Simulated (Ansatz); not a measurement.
# GaIr3: from a guess to a relaxed structure, part 2 of 2

Where does this trial cell of GaIr3 go when cell and atoms are let free?

Ansatz 0.2.0; DFT PBE, scalar-relativistic, plane waves, PAW. The steps go on from the part before.

**4. Spin check on a coarse mesh**

input.yaml

```yaml
crystal:
  lattice:
    - [2.7803444673, -3.7709614318, 0.0]
    - [2.7803444673, 3.7709614318, 0.0]
    - [0.0, 0.0, 2.7729463538]
  atoms:
    - { symbol: Ga, position: [0.0, 0.0, 0.0] }
    - { symbol: Ir, position: [0.5, 0.5, 0.0], spin: 1.0 }
    - { symbol: Ir, position: [0.0, 0.5, 0.5], spin: 1.0 }
    - { symbol: Ir, position: [0.5, 0.0, 0.5], spin: 1.0 }
basis:
  ecutwfc: 420
kpoints:
  mp_grid: { grid: [4, 4, 6] }
hamiltonian:
  xc: pbe
scf:
  occupations: { method: gaussian, width: 0.1 }
  lower_state_search: "off"
output:
  forces: true
  stress: true
  eigenvalues: true
  populations: true
magnetization:
  spin_polarized: true
```

On the command line:

```
ansatz run input.yaml --threads 1 --pin off --max-ram 2560MiB --backend cpu --events-out ev --progress --plain --runs-dir out
```

The program printed (excerpt; [...] marks lines left out):

```text
[...]
SCF converged after 26 iterations
Magnetization: 0.0127 μB (32.0064 up, 31.9936 down)
Absolute magnetization: 0.0128 μB (∫|ρ↑−ρ↓|, with the PAW one-centre terms)
Spin contamination: 0.0000 ħ² per cell (⟨S²⟩ above its minimum at these occupations)
[...]
       -0.074981       0.000000       0.000000
        0.000000      -0.057612       0.000000
        0.000000       0.000000      -0.029511
  P = ⅓ Tr σ = -0.0540 GPa (-0.540 kbar)
--- Band table (eV; the first three rows and the last of 56) ---
[...]
--- Löwdin populations: 4 sites ---
  site symbol       q [e]    m [muB]
     0     Ga     13.5061     0.0003
     1     Ir     16.6993     0.0068
     2     Ir     16.6609     0.0028
     3     Ir     16.6609     0.0028
  spilling = 0.007389 (of n_electrons = 64.000000)
```

Wall time 51 s (1 thread of Intel Xeon at 2.50GHz (Skylake/Cascade Lake), shared host); peak memory 0.42 GiB.

By site:

```csv
atom,Löwdin electrons
Ga1,13.51
Ir2,16.70
Ir3,16.66
Ir4,16.66
```

The Löwdin counts miss 0.47 of the 64 electrons, which the atomic orbitals do not span, so they are no charges.

The same cell is solved with trial moments on Ir. The largest site moment that stays is 0.01 μB and the cell's total 0.01 μB. The workflow keeps spin only above 0.25 μB on a site, so the next run goes without spin.

**5. Final relaxation**

The end of the coarse run is made exact in the group found at a tolerance of 0.06 Å and reduced to its primitive cell.

input.yaml

```yaml
crystal:
  lattice:
    - [2.7803444673, -3.7709614318, 0.0]
    - [2.7803444673, 3.7709614318, 0.0]
    - [0.0, 0.0, 2.7729463538]
  atoms:
    - { symbol: Ga, position: [0.0, 0.0, 0.0] }
    - { symbol: Ir, position: [0.5, 0.5, 0.0] }
    - { symbol: Ir, position: [0.0, 0.5, 0.5] }
    - { symbol: Ir, position: [0.5, 0.0, 0.5] }
basis:
  ecutwfc: 420
kpoints:
  mp_grid: { grid: [10, 10, 16] }
hamiltonian:
  xc: pbe
scf:
  occupations: { method: gaussian, width: 0.1 }
output:
  forces: true
  stress: true
  eigenvalues: true
  write_density: true
  write_potential: true
  elf: true
  volumetric_format: npy
relax:
  adjacent_minimum: "off"
  f_tol: 0.01
  max_steps: 80
  cell: { stress_tol: 0.05 }
```

On the command line:

```
ansatz run input.yaml --threads 1 --pin off --max-ram 2560MiB --backend cpu --events-out ev --progress --plain --runs-dir out
```

The program printed:

```text
Warning: RAYON_NUM_THREADS=1 ignored (pool sized by the plan → 1); use --threads N
Engine: ansatz 0.2.0, x86_64-unknown-linux-gnu
Pseudopotentials: kind: paw
Pseudopotential: Ga, paw, valence charge 13, recommended cutoff 420 eV (normal), Ga.paw.azcp
Pseudopotential: Ir, paw, valence charge 17, recommended cutoff 420 eV (normal), Ir.paw.azcp
Functional definition: PBE
  parameter kappa = 0.804
  parameter beta = 0.06672455060314922
  exchange = pbe_x(kappa = kappa, mu = beta*pi^2/3)
  correlation = pbe_c(beta = beta)
Crystal: 4 atoms, lattice volume = 58.146 Å³
Basis set: ecut = 420 eV, 1125 PW (Γ), exchange–correlation on 64×64×40 points (8 copies of the dense FFT grid, shifted against one another)
Bands: 39, of which v1, the nominal top of the filled ones, is band 32 counted from 1 (31 counted from 0)
Symmetry: 8 space group operations
Space group: Cmmm (ITA 65), of the structure as read, at distance tolerance 3.9e-5 Å
k-points: 279 of 1600
Non-local potential: Ga, projectors of the file, l = 0: 2, l = 1: 2, l = 2: 3, l = 3: 1
Non-local potential: Ir, projectors of the file, l = 0: 3, l = 1: 2, l = 2: 2, l = 3: 1
PAW form: soft (Blöchl's): semilocal exchange-correlation on the pseudo side does not see the compensation charge
PAW one-centre angular grid: Ga, 590 points (default); XC on 64 Gauss nodes
PAW one-centre angular grid: Ir, 590 points (default); XC on 64 Gauss nodes
Initial density: superposition of atomic densities (neutral atoms: chi_scale 0, normalization atom), corrected by the library's trained network
Initial wavefunctions: pseudopotential atomic-orbital guess
Functional: x = pbe(κ = 0.804, μ = 0.2195149727645171), c = pbe(β = 0.06672455060314922)
SCF iter   1: F=—  HF=-39589.490949 eV  |F-HF|=—  |Δ(HF+E_count)|=         —  Δρ=6.13e-3  dr2=1.14e-2  ethr=1.77e-3  ⟨swp⟩=5.5  Hψ=35518  notcnv=0  defer=4
preconditioner: auto → Kerker (q_TF=auto, 2.772 Å⁻¹)  [metal: Δε(μ)=0.001 eV  Ē_g=10.457 eV  σ=0.100 eV  W_gap=0.00  n_scr=22 (ndim 8)  ℏωp=30.8 eV  f_vac=0.000  D(μ)=2.72/eV (n_scr^D=30)]
SCF iter   2: F=—  HF=-39589.492661 eV  |F-HF|=—  |Δ(HF+E_count)|=   1.71e-3  Δρ=3.26e-3  dr2=4.03e-3  ethr=1.78e-5  ⟨swp⟩=2.0  Hψ=16703  notcnv=0  defer=5
SCF iter   3: F=—  HF=-39589.492491 eV  |F-HF|=—  |Δ(HF+E_count)|=   1.70e-4  Δρ=5.35e-4  dr2=3.14e-4  ethr=6.30e-6  ⟨swp⟩=2.7  Hψ=17539  notcnv=0  defer=5
SCF iter   4: F=—  HF=-39589.492416 eV  |F-HF|=—  |Δ(HF+E_count)|=   7.50e-5  Δρ=3.08e-4  dr2=6.80e-5  ethr=4.91e-7  ⟨swp⟩=2.0  Hψ=13607  notcnv=0  defer=5
SCF iter   5: F=—  HF=-39589.492343 eV  |F-HF|=—  |Δ(HF+E_count)|=   7.26e-5  Δρ=8.45e-5  dr2=7.66e-6  ethr=1.06e-7  ⟨swp⟩=2.3  Hψ=15291  notcnv=0  defer=5
SCF iter   6: F=—  HF=-39589.492342 eV  |F-HF|=—  |Δ(HF+E_count)|=   1.36e-6  Δρ=2.53e-5  dr2=4.64e-7  ethr=1.20e-8  ⟨swp⟩=2.1  Hψ=13642  notcnv=0  defer=5
SCF iter   7: F=-39589.492342 eV  HF=-39589.492342 eV  |F-HF|=9.15e-9  |Δ(HF+E_count)|=   2.79e-8  Δρ=5.24e-6  dr2=1.83e-8  ethr=1.56e-10  ⟨swp⟩=10.5  Hψ=66601  notcnv=0
SCF 1 converged in 7 iterations: F = -39589.492342 eV  dr2 = 1.83e-8
relax step   1: F+E_penalty+E_count = -39589.49234192 eV  Δ(F+E_penalty+E_count) = +0.000e0 eV  max|allowed force component| = 2.209e-29 eV/Å  Δτ_max = 0.0000 Å  P = -0.672 GPa  Ω = 58.146 Å³  (7 SCF iters, dr2 threshold 1.00e-7 eV, accepted)
Crystal: 4 atoms, lattice volume = 57.796 Å³
Basis set: ecut = 420 eV, 1117 PW (Γ), exchange–correlation on 64×64×40 points (8 copies of the dense FFT grid, shifted against one another)
Initial density: handed on by an earlier stage of this run
Initial wavefunctions: those handed on with the density
iter 1 solved again at ethr=1.96e-7 eV; its pass at ethr=3.10e-3 eV (dr2=1.26e-4 eV) is discarded
SCF iter   1: F=—  HF=-39589.492148 eV  |F-HF|=—  |Δ(HF+E_count)|=         —  Δρ=4.82e-4  dr2=1.19e-4  ethr=1.96e-7  ⟨swp⟩=3.0  Hψ=49482  notcnv=0
preconditioner: auto → Kerker (q_TF=auto, 2.775 Å⁻¹)  [metal: Δε(μ)=0.000 eV  Ē_g=10.495 eV  σ=0.100 eV  W_gap=0.00  n_scr=22 (ndim 8)  ℏωp=30.9 eV  f_vac=0.000  D(μ)=2.76/eV (n_scr^D=30)]
SCF iter   2: F=—  HF=-39589.492096 eV  |F-HF|=—  |Δ(HF+E_count)|=   5.17e-5  Δρ=2.69e-4  dr2=3.93e-5  ethr=1.86e-7  ⟨swp⟩=1.0  Hψ=10881  notcnv=0
SCF iter   3: F=—  HF=-39589.492091 eV  |F-HF|=—  |Δ(HF+E_count)|=   5.02e-6  Δρ=7.21e-5  dr2=3.38e-6  ethr=6.14e-8  ⟨swp⟩=2.2  Hψ=15006  notcnv=0
SCF iter   4: F=—  HF=-39589.492089 eV  |F-HF|=—  |Δ(HF+E_count)|=   2.14e-6  Δρ=2.87e-5  dr2=5.50e-7  ethr=5.29e-9  ⟨swp⟩=2.0  Hψ=15142  notcnv=0
iter 5 did not close the SCF: its close was put off for the readings that it lacked (scf_convergence_deferred on its scf_iter line)
SCF iter   5: F=-39589.492088 eV  HF=-39589.492088 eV  |F-HF|=1.32e-8  |Δ(HF+E_count)|=   1.26e-7  Δρ=6.01e-6  dr2=2.20e-8  ethr=8.60e-10  ⟨swp⟩=2.5  Hψ=15688  notcnv=0
SCF iter   6: F=-39589.492088 eV  HF=-39589.492088 eV  |F-HF|=1.52e-9  |Δ(HF+E_count)|=   4.63e-9  Δρ=1.38e-6  dr2=1.95e-9  ethr=3.43e-11  ⟨swp⟩=5.4  Hψ=60957  notcnv=0
SCF 2 converged in 6 iterations: F = -39589.492088 eV  dr2 = 1.95e-9
relax step   2: F+E_penalty+E_count = -39589.49208849 eV  Δ(F+E_penalty+E_count) = +2.534e-4 eV  max|allowed force component| = 6.311e-30 eV/Å  Δτ_max = 0.0000 Å  P = +1.042 GPa  Ω = 57.796 Å³  energy of the carried Pulay correction = +1.991e-4 eV  (6 SCF iters, dr2 threshold 4.00e-7 eV, rejected (line search))
Crystal: 4 atoms, lattice volume = 58.008 Å³
iter 1 solved again at ethr=5.72e-8 eV; its pass at ethr=3.10e-3 eV (dr2=3.66e-5 eV) is discarded
SCF iter   1: F=—  HF=-39589.492920 eV  |F-HF|=—  |Δ(HF+E_count)|=         —  Δρ=2.73e-4  dr2=4.00e-5  ethr=5.72e-8  ⟨swp⟩=3.0  Hψ=48468  notcnv=0
preconditioner: auto → Kerker (q_TF=auto, 2.773 Å⁻¹)  [metal: Δε(μ)=0.002 eV  Ē_g=10.462 eV  σ=0.100 eV  W_gap=0.01  n_scr=22 (ndim 8)  ℏωp=30.8 eV  f_vac=0.000  D(μ)=2.76/eV (n_scr^D=30)]
SCF iter   2: F=—  HF=-39589.492878 eV  |F-HF|=—  |Δ(HF+E_count)|=   4.18e-5  Δρ=1.54e-4  dr2=1.32e-5  ethr=5.72e-8  ⟨swp⟩=1.0  Hψ=10881  notcnv=0
SCF iter   3: F=—  HF=-39589.492875 eV  |F-HF|=—  |Δ(HF+E_count)|=   2.43e-6  Δρ=4.13e-5  dr2=1.10e-6  ethr=2.06e-8  ⟨swp⟩=2.1  Hψ=15226  notcnv=0
SCF iter   4: F=—  HF=-39589.492875 eV  |F-HF|=—  |Δ(HF+E_count)|=   2.87e-7  Δρ=1.61e-5  dr2=1.77e-7  ethr=1.72e-9  ⟨swp⟩=2.0  Hψ=15160  notcnv=0
SCF iter   5: F=—  HF=-39589.492875 eV  |F-HF|=—  |Δ(HF+E_count)|=   4.13e-8  Δρ=3.13e-6  dr2=7.68e-9  ethr=2.76e-10  ⟨swp⟩=2.5  Hψ=17134  notcnv=0
SCF iter   6: F=—  HF=-39589.492875 eV  |F-HF|=—  |Δ(HF+E_count)|=   1.62e-9  Δρ=7.46e-7  dr2=5.26e-10  ethr=1.20e-11  ⟨swp⟩=2.1  Hψ=15246  notcnv=0
SCF iter   7: F=-39589.492875 eV  HF=-39589.492875 eV  |F-HF|=0.00e0  |Δ(HF+E_count)|=  1.31e-10  Δρ=1.62e-7  dr2=1.76e-11  ethr=1.00e-12  ⟨swp⟩=4.4  Hψ=54521  notcnv=0
SCF 3 converged in 7 iterations: F = -39589.492875 eV  dr2 = 1.76e-11
relax step   3: F+E_penalty+E_count = -39589.49287512 eV  Δ(F+E_penalty+E_count) = -5.332e-4 eV  max|allowed force component| = 7.573e-29 eV/Å  Δτ_max = 0.0000 Å  P = -0.004 GPa  Ω = 58.008 Å³  energy of the carried Pulay correction = +7.853e-5 eV  (7 SCF iters, accepted)
Initial wavefunctions: pseudopotential atomic-orbital guess (no wavefunctions were taken with the density)
iter 1 solved again at ethr=1.86e-8 eV; its pass at ethr=3.10e-3 eV (dr2=1.19e-5 eV) is discarded
SCF iter   1: F=—  HF=-39589.492834 eV  |F-HF|=—  |Δ(HF+E_count)|=         —  Δρ=8.37e-6  dr2=7.12e-9  ethr=1.86e-8  ⟨swp⟩=3.3  Hψ=66715  notcnv=0
preconditioner: auto → Kerker (q_TF=auto, 2.773 Å⁻¹)  [metal: Δε(μ)=0.003 eV  Ē_g=10.463 eV  σ=0.100 eV  W_gap=0.01  n_scr=22 (ndim 8)  ℏωp=30.8 eV  f_vac=0.000  D(μ)=2.76/eV (n_scr^D=30)]
SCF iter   2: F=—  HF=-39589.492796 eV  |F-HF|=—  |Δ(HF+E_count)|=   3.88e-5  Δρ=4.83e-6  dr2=3.45e-9  ethr=1.11e-11  ⟨swp⟩=2.3  Hψ=20005  notcnv=0
SCF iter   3: F=—  HF=-39589.492796 eV  |F-HF|=—  |Δ(HF+E_count)|=  3.20e-10  Δρ=1.24e-6  dr2=1.96e-10  ethr=5.39e-12  ⟨swp⟩=2.8  Hψ=20133  notcnv=0
SCF iter   4: F=—  HF=-39589.492796 eV  |F-HF|=—  |Δ(HF+E_count)|=  1.89e-10  Δρ=2.92e-7  dr2=4.10e-11  ethr=1.00e-12  ⟨swp⟩=2.0  Hψ=12276  notcnv=0
iter 5 did not close the SCF: its close was put off for the readings that it lacked (scf_convergence_deferred on its scf_iter line)
SCF iter   5: F=-39589.492796 eV  HF=-39589.492796 eV  |F-HF|=7.28e-12  |Δ(HF+E_count)|=  1.46e-11  Δρ=7.71e-8  dr2=3.80e-12  ethr=1.00e-12  ⟨swp⟩=1.0  Hψ=10881  notcnv=0
iter 6 did not close the SCF: its close was put off for the readings that it lacked (scf_convergence_deferred on its scf_iter line)
SCF iter   6: F=-39589.492796 eV  HF=-39589.492796 eV  |F-HF|=1.46e-11  |Δ(HF+E_count)|=  7.28e-12  Δρ=3.07e-8  dr2=7.72e-13  ethr=1.00e-12  ⟨swp⟩=1.0  Hψ=10881  notcnv=0
iter 7 did not close the SCF: its close was put off for the readings that it lacked (scf_convergence_deferred on its scf_iter line)
SCF iter   7: F=-39589.492796 eV  HF=-39589.492796 eV  |F-HF|=7.28e-12  |Δ(HF+E_count)|=  2.18e-11  Δρ=5.40e-9  dr2=2.55e-14  ethr=1.00e-12  ⟨swp⟩=1.0  Hψ=10881  notcnv=0
iter 8 did not close the SCF: its close was put off for the readings that it lacked (scf_convergence_deferred on its scf_iter line)
SCF iter   8: F=-39589.492796 eV  HF=-39589.492796 eV  |F-HF|=1.46e-11  |Δ(HF+E_count)|=    0.00e0  Δρ=1.66e-9  dr2=2.02e-15  ethr=1.00e-12  ⟨swp⟩=1.0  Hψ=10881  notcnv=0
SCF iter   9: F=-39589.492796 eV  HF=-39589.492796 eV  |F-HF|=2.18e-11  |Δ(HF+E_count)|=  2.18e-11  Δρ=4.47e-10  dr2=6.95e-17  ethr=1.00e-12  ⟨swp⟩=2.0  Hψ=28513  notcnv=0
SCF 4 converged in 9 iterations: F = -39589.492796 eV  dr2 = 6.95e-17
relax step   4: F+E_penalty+E_count = -39589.49279558 eV  Δ(F+E_penalty+E_count) = +7.954e-5 eV  max|allowed force component| = 3.787e-29 eV/Å  Δτ_max = 0.0000 Å  P = -0.003 GPa  Ω = 58.008 Å³  stress off target by 1.72e-2 GPa  SCF on the basis re-selected at this cell (its energy is not comparable with the rows above)  (9 SCF iters)
basis re-selected at this cell: Δ(F+E_penalty+E_count) = +7.954e-5 eV, ΔP = +0.002 GPa vs the last step (what re-selecting the basis moved, of the pressure what is left beyond the Pulay correction that the steps carried, after the strain that the cell walked since its last selection, with what the two solves' SCF thresholds leave and, on support functions, any second-order correction that the steps lacked; it is no measure of the basis error at this ecutwfc). This SCF's stress stands 1.72e-2 GPa from its target on what of the cell is left free (relax.cell.stress_tol is 5.00e-2 GPa) and its largest allowed force component is 3.79e-29 eV/Å (relax.f_tol is 1.00e-2 eV/Å): within both
SCF converged after 9 iterations
Free energy (F): -39589.492796 eV
Harris-Foulkes:  -39589.492796 eV  (|F-HF|=2.18e-11)
Internal energy: -39589.478979 eV  (E = F + TS)
E sigma→0 (E₀):  -39589.485887 eV
Entropy (-TS):   -0.013817 eV (-3.454 meV/atom)
Fermi energy:    21.719183 eV
--- Per-component energies (eV) ---
  E_band       = -301.379856
  E_kinetic    = 1986.731130
  E_local      = -4959.677078  (includes V_loc(G=0)·N_el)
  E_nonlocal   = 645.413122
  E_hartree    = 2048.470523
  E_xc         = -872.912706
  E_vxc        = -958.356204  (∫ρ·V_xc dr)
  E_paw        = -29662.395784  (= ΣΔE_a)
  E_vpaw       = -1112.431927  (= ΣTr[D̂ρ^β])
  E_aug_tail   = 0.000055  (compensation charges beyond the density's cutoff)
  E_ewald      = -8775.108241
  E_smearing   = -0.013817  (= −TS)
  E_closure    = -0.000000  (closes the sum)
  Σ components = -39589.492796   (vs F -39589.492796, Δ=0.00e0)
--- Forces (eV/Å), atoms counted from 1 ---
  atom   1  Ga     0.00000000     0.00000000     0.00000000
  atom   2  Ir     0.00000000     0.00000000     0.00000000
  atom   3  Ir     0.00000000     0.00000000     0.00000000
  atom   4  Ir    -0.00000000     0.00000000     0.00000000
  max |Σ_I F_I| component: 5.05e-29 eV/Å
--- Stress (GPa, compression-positive) ---
        0.017204       0.000000       0.000000
        0.000000      -0.014258       0.000000
        0.000000       0.000000      -0.011282
  P = ⅓ Tr σ = -0.0028 GPa (-0.028 kbar)
--- Band table (eV; the first three rows and the last of 279) ---
  k-point 0: bands = ["-70.5803", "-70.3026", "-70.2900", "-27.7498", "-27.5501", "-27.4761", "-27.1920", "-27.0473", "-27.0389", "-27.0343", "-27.0343", "-26.9521", "6.7332", "6.9410", "6.9763", "7.0445", "7.0539", "10.4809", "14.0185", "15.4164", "15.4355", "16.4843", "18.1922", "18.5911", "19.0315", "19.3393", "19.5088", "19.9793", "20.5381", "20.7203", "21.4172", "21.8704", "23.1363", "23.2474", "23.3254", "23.4362", "25.4240", "27.6402", "30.4338"]
  k-point 1: bands = ["-70.5795", "-70.3021", "-70.2893", "-27.7424", "-27.5443", "-27.4884", "-27.1923", "-27.0507", "-27.0489", "-27.0475", "-27.0424", "-26.9511", "6.7487", "6.9441", "6.9785", "7.0381", "7.0471", "10.5755", "14.1115", "15.5106", "15.5509", "16.5297", "18.1145", "18.6677", "18.9382", "19.3810", "19.4082", "19.4239", "20.7322", "21.0996", "21.3778", "21.8645", "22.2849", "23.1748", "23.2190", "24.6292", "25.3836", "27.6125", "29.6743"]
  k-point 2: bands = ["-70.5773", "-70.3006", "-70.2875", "-27.7207", "-27.5272", "-27.5232", "-27.1940", "-27.0902", "-27.0848", "-27.0608", "-27.0521", "-26.9482", "6.7925", "6.9528", "6.9847", "7.0200", "7.0280", "10.8550", "14.3794", "15.7824", "15.8823", "16.6610", "17.8863", "18.6757", "18.7081", "18.9007", "19.0768", "19.6771", "20.7665", "20.9553", "21.2552", "21.6954", "22.2482", "23.1333", "23.4286", "25.2485", "25.9551", "27.5402", "28.3482"]
  k-point 278: bands = ["-70.5599", "-70.2888", "-70.2733", "-27.9222", "-27.6194", "-27.5084", "-27.2872", "-27.2158", "-27.1758", "-27.1732", "-27.0750", "-26.9211", "6.8084", "6.8387", "6.9756", "7.0096", "7.1173", "14.0827", "14.6346", "15.0058", "15.7240", "16.2125", "17.6005", "18.8175", "19.7735", "19.8968", "20.3718", "20.4734", "20.7756", "21.7545", "22.8255", "22.9580", "23.1506", "23.2211", "23.5313", "23.6105", "24.7597", "27.6228", "29.9145"]
--- Relaxed structure (3 steps of the walk, 2 accepted, 1 SCFs on fresh bases) ---
  F+E_penalty+E_count = -39589.49279558 eV   max|allowed force component| = 3.787e-29 eV/Å   (the final SCF, on the basis selected at the relaxed cell)
  cell:  # Å, volume = 58.0083 Å³
    - [2.7806863091389253, -3.7688922271416594, 0.0]
    - [2.7806863091389253, 3.7688922271416594, 0.0]
    - [0.0, 0.0, 2.767541473353376]
  atoms:
    - { symbol: Ga, position: [-7.793067975380926e-40, 7.793067975380926e-40, 0.0] }
    - { symbol: Ir, position: [0.49999999999999994, 0.49999999999999994, 0.0] }
    - { symbol: Ir, position: [0.0, 0.49999999999999994, 0.49999999999999994] }
    - { symbol: Ir, position: [0.49999999999999994, 0.0, 0.49999999999999994] }
```

Run time: 4.5 min. Hardware: 1 thread of Intel Xeon at 2.50GHz (Skylake/Cascade Lake), shared host; peak memory 0.73 GiB.

Step by step:

| step | E - E(step 1) (eV/cell) | largest force component (eV/Å) | pressure (GPa) | volume (Å³) |
| --- | --- | --- | --- | --- |
| 1 | 0.0000 | 0.0000 | -0.67 | 58.15 |
| 2 | 0.0003 | 0.0000 | 1.04 | 57.80 |
| 3 | -0.0005 | 0.0000 | 0.00 | 58.01 |
| 4 | -0.0005 | 0.0000 | 0.00 | 58.01 |

Step 1 is the start. Step 4 repeats the geometry before it on a plane-wave basis chosen anew for that cell, so its energy need not be comparable with the rows above. Step 2 was tried and not accepted.

Lengths and angles in the start's conventional setting:

|  | before | after | change |
| --- | --- | --- | --- |
| a (Å) | 5.561 | 5.561 | 0.0 % |
| b (Å) | 7.542 | 7.538 | -0.1 % |
| c (Å) | 2.773 | 2.768 | -0.2 % |
| volume (Å³/atom) | 14.54 | 14.50 | -0.2 % |
| shortest distance (Å) | 2.722 | 2.720 | -0.1 % |
| space group (0.01 Å) | Cmmm | Cmmm | same |

Forces and stress were held to the start's 8 operations: a distortion of lower symmetry was not tested.

The maps below are laid out on this run's own conventional cell (a, b, c = 5.561, 7.538, 2.768 Å).

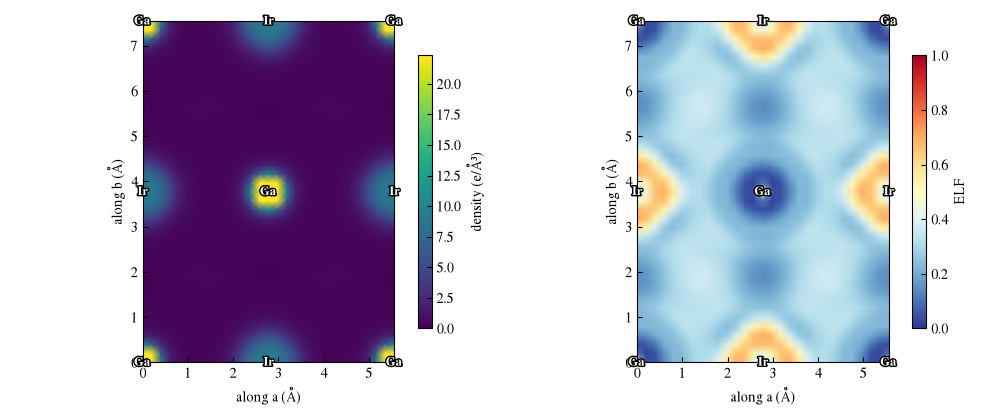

Density (left) and ELF (right) in a lattice plane of the grid's cell (edges 5.56 and 7.54 Å, at 0.000 of the third edge), which holds Ga and Ir. Only atoms in the plane are labelled; the density scale stops at 22.33 e/Å³. Both are smooth fields of the valence electrons: close to the nuclei they are not physical.

**6. Variant: ecutrho_ratio 8**

input.yaml

```yaml
crystal:
  lattice:
    - [2.7806863091, -3.7688922271, 0.0]
    - [2.7806863091, 3.7688922271, 0.0]
    - [0.0, 0.0, 2.7675414734]
  atoms:
    - { symbol: Ga, position: [0.0, 0.0, 0.0] }
    - { symbol: Ir, position: [0.5, 0.5, 0.0] }
    - { symbol: Ir, position: [0.0, 0.5, 0.5] }
    - { symbol: Ir, position: [0.5, 0.0, 0.5] }
basis:
  ecutwfc: 420
  ecutrho_ratio: 8
kpoints:
  mp_grid: { grid: [10, 10, 16] }
hamiltonian:
  xc: pbe
scf:
  occupations: { method: gaussian, width: 0.1 }
output:
  forces: true
  eigenvalues: true
  stress: true
```

On the command line:

```
ansatz run input.yaml --threads 1 --pin off --max-ram 2560MiB --backend cpu --events-out ev --progress --plain --runs-dir out
```

The program printed (excerpt; [...] marks lines left out):

```text
Warning: RAYON_NUM_THREADS=1 ignored (pool sized by the plan → 1); use --threads N
[...]
Pseudopotentials: kind: paw
Pseudopotential: Ga, paw, valence charge 13, recommended cutoff 420 eV (normal), Ga.paw.azcp
Pseudopotential: Ir, paw, valence charge 17, recommended cutoff 420 eV (normal), Ir.paw.azcp
Functional definition: PBE
[...]
Crystal: 4 atoms, lattice volume = 58.008 Å³
[...]
--- Forces (eV/Å), atoms counted from 1 ---
  atom   1  Ga    -0.00000000     0.00000000     0.00000000
  atom   2  Ir     0.00000000     0.00000000     0.00000000
  atom   3  Ir     0.00000000     0.00000000     0.00000000
  atom   4  Ir    -0.00000000     0.00000000     0.00000000
[...]
--- Stress (GPa, compression-positive) ---
        0.017051       0.000000       0.000000
        0.000000      -0.014346       0.000000
        0.000000       0.000000      -0.011144
  P = ⅓ Tr σ = -0.0028 GPa (-0.028 kbar)
--- Band table (eV; the first three rows and the last of 279) ---
[...]
```

Wall time 57 s (1 thread of Intel Xeon at 2.50GHz (Skylake/Cascade Lake), shared host); peak memory 0.73 GiB.

| run | ending | energy change | pressure (GPa) | gap (eV) | force (eV/Å) | cycles | time |
| --- | --- | --- | --- | --- | --- | --- | --- |
| step 5 | converged | 0 | 0.0 | 0.00 | 0.00 | - | 4.5 min |
| variant | converged | 0.0 meV/atom | 0.0 | 0.00 | 0.00 | 7 | 57 s |

Changing the numerical grids hardly moves the energy: 0.0 meV/atom.

**7. Outcome**

What follows sums up all 2 parts. Changes of volume or cell count from the first structure of part 1.

```
                              quantity                                                                      value
symmetry at the end (tolerance 0.05 Å)                                                  space group Cmmm (No. 65)
                     conventional cell  a = 5.561 Å, b = 7.538 Å, c = 2.768 Å, α = 90.00°, β = 90.00°, γ = 90.00°
                                volume                                                              14.50 Å³/atom
              energy over the elements                                                              -0.13 eV/atom
                       gap on the mesh                                                               none (metal)
```

In words: The space group Cmmm (No. 65) is kept, and the volume per atom grows by 6.6 % from the first guess. A negative formation energy is needed for stability but isn't enough; other structures and compounds were not set against it here. No finished test with a distortion of lower symmetry is shown, so the end may be a saddle point. Spin-orbit coupling is left out for Ir. Other magnetic orders were not searched.
